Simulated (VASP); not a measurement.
```
CELL_PARAMETERS angstrom
      8.65968    -1.79036    -0.00667
      8.65968     1.79036    -0.00667
      8.29190     0.00000     3.07243
ATOMIC_POSITIONS crystal
  Sm 0.00000 0.00000 0.00000
  Sm 0.22236 0.22236 0.22236
  Sm 0.77764 0.77764 0.77764
```

Computed with PBEsol GGA, VASP's PBE PAW potentials (set 64) (plane waves; VASP). Numerical set-up: 400 eV cut-off, 11×11×11 Γ-centred mesh, tetrahedra with Blöchl corrections, potentials Sm_3.

The 4f electrons are frozen in the core of the lanthanide potential, so 4f levels, which can set the real gap, and their magnetism are missing.

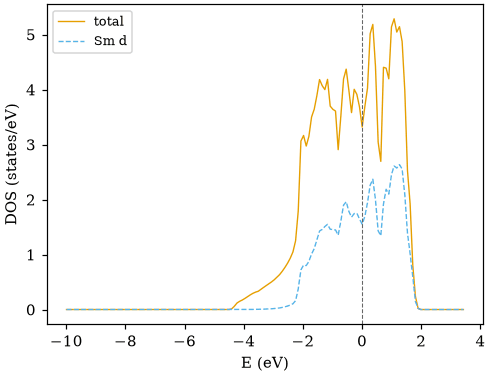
Total and projected density of states, zero at the Fermi level

Within 2 eV below the Fermi level the largest weight inside VASP's projection spheres is Sm d.

It has no gap at this level: it comes out as a metal or semimetal.

The compound is Sm in the sg166 structure. It was relaxed first.
